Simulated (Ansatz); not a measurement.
H₅NSi···HF

```xyz
9

Si    0.5964    0.2080    0.6448
F    -0.1617   -1.0295   -2.0402
H     1.1564   -1.1380    1.0414
H     1.0056    1.2136    1.6832
N    -1.1131    0.3631    0.3673
H     0.4556   -0.3457   -1.8309
H     1.2930    0.5717   -0.6574
H    -1.4906   -0.2261   -0.3824
H    -1.7415    0.3830    1.1743
```

The calculation used RKS PBE/def2-SVP (Ansatz 0.2.0).

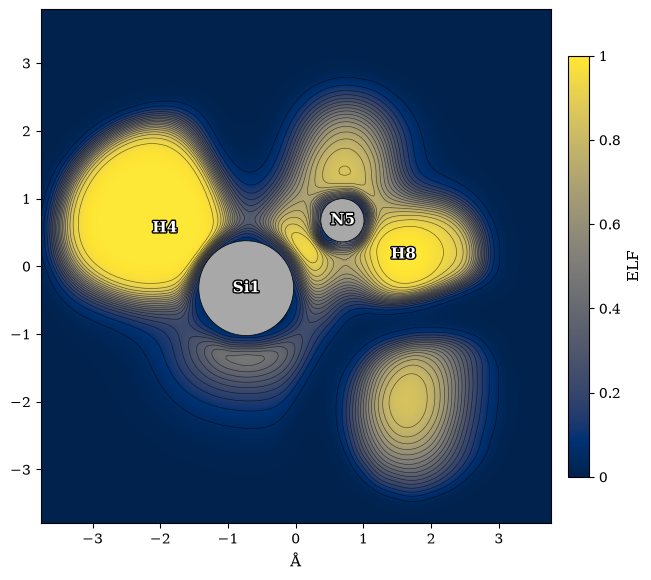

Figure 1. Electron localisation function on the plane of atoms Si1, N5 and H8. Grey discs cover the atomic cores.

Read the bonding off the picture.

Answer.
- The section cuts through Si, H and N sites.
- Si–N (1.74 Å): the ELF peaks at about 0.95 between the atoms: a polar covalent bond.
- N–H (1.03 Å): the ELF climbs to about 1 towards the hydrogen, as it does in any bond to H; a covalent bond by its length.
- Si–H (1.50 Å): the ELF climbs to about 1 towards the hydrogen.
- The ELF also peaks beside F2, away from the bonds: lone-pair regions.

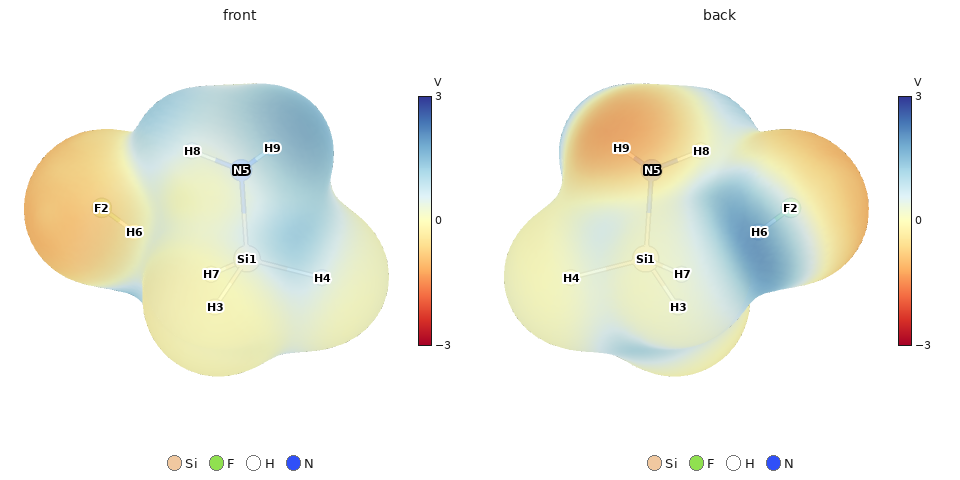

Figure 2. The molecular electrostatic potential painted on the density surface at 0.002 e/bohr³, seen from the front and from behind; the colour scale runs from red (negative) to blue (positive).

Where is the surface potential most negative and most positive?

Answer. The most negative region (about −1.2 V, or −28 kcal/mol for a unit charge) lies over N5, the most positive (about +2.0 V, or +46 kcal/mol for a unit charge) over H6. N5 is the likeliest acceptor of a hydrogen bond.

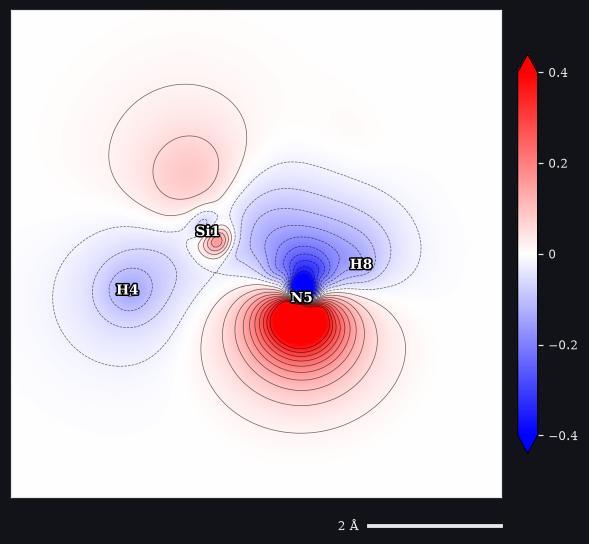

Figure 3. One frontier orbital on the plane of atoms H4, Si1 and N5 (values in Å⁻³ᐟ²; the overall sign is arbitrary).

Which orbital is it: HOMO or LUMO?

Answer. The HOMO, at −5.92 eV. It lies mainly on N5 (about 65 %) and H3 (about 10 %); largely a lone pair of N5.
